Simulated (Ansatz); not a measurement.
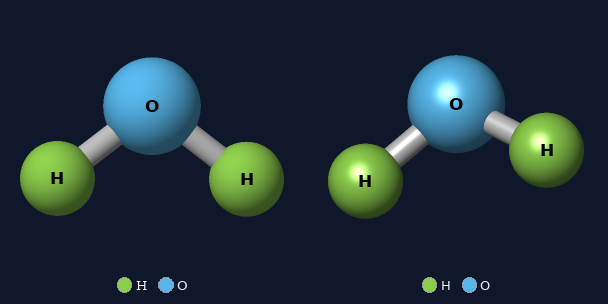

Two views of one molecule.

Computed geometry: PBE0-D4/def2-TZVP optimisation.

Question: Count the atoms of each element.

Answer: H2O, 3 atoms: 2 hydrogen and 1 oxygen.

Question: Count the bonded pairs by element.

Answer: 2 O–H. Sticks follow a distance rule.

Question: Give the symmetry (Schoenflies symbol).

Answer: C2v.

More results for the same structure follow; atom numbers are the same in all pictures, views and colours differ.

### Vibrations

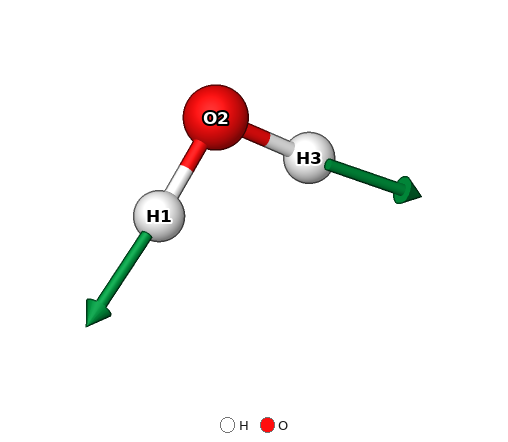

The arrows show one normal mode. Harmonic vibrations computed with RKS PBE0-D4/def2-TZVP (Ansatz 0.2.0) at a stationary point of the same level.

Question: Describe the motion.

Answer: Mostly in-phase stretching of 2 O–H bonds.

Question: At what wavenumber does it lie?

Answer: 3852 cm⁻¹; it is mode 2 of 3 counted from the lowest.

### Charges

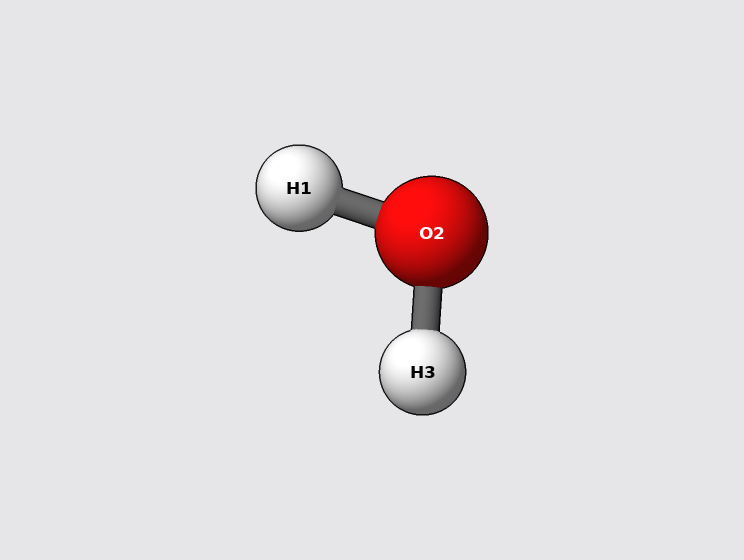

The questions are on Mulliken charges. Method: RKS PBE0-D4/def2-TZVP (Ansatz 0.2.0).

Give the Mulliken charges atom by atom.

```json
{"atom": "H1", "value (e)": "0.32"}
{"atom": "O2", "value (e)": "−0.65"}
{"atom": "H3", "value (e)": "0.32"}
```

### Dipole moment

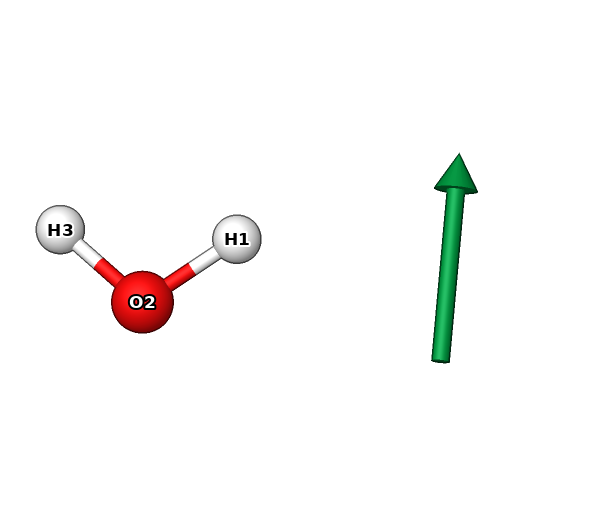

The arrow beside the molecule shows the direction of the dipole moment, from the negative to the positive end (its length means nothing). Properties computed with RKS PBE0-D4/def2-TZVP (Ansatz 0.2.0).

Question: Estimate the dipole moment.

Answer: 2.07 D; it points from the side of O2 to the side of H1, H3 (the outermost atoms at the two ends).

Mulliken values depend strongly on the basis set and can even reverse the polarity of a bond.
